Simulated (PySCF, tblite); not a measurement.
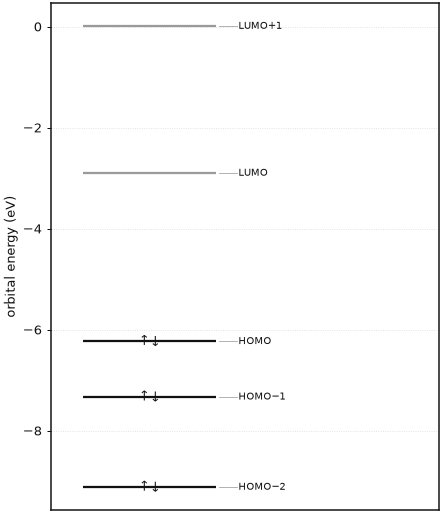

Kohn-Sham orbital energies near the frontier, B3LYP/def2-SVPD in PySCF 2.14.0, at a GFN2-xTB geometry (a minimum by its frequencies), isolated molecule; empty levels in grey, levels within 0.03 eV side by side.

Question: Which molecule has this level scheme?
A. C₆H₇NS, SMILES C=Nc1cscc1C
B. C₆H₉F, SMILES C#CC[C@H](F)CC
C. C₆H₇FO, SMILES C#CC(=O)[C@@H](C)CF
D. C₆H₇FS, SMILES F[C@@H]1CC=CC(=S)C1

Answer: Option D. HOMO −6.23 eV, LUMO −2.90 eV, separation 3.33 eV.

Known limits of this run: the tight-binding geometry is rougher than a DFT one and adds to the error; one conformer of a flexible molecule; empty levels above zero depend strongly on the basis.
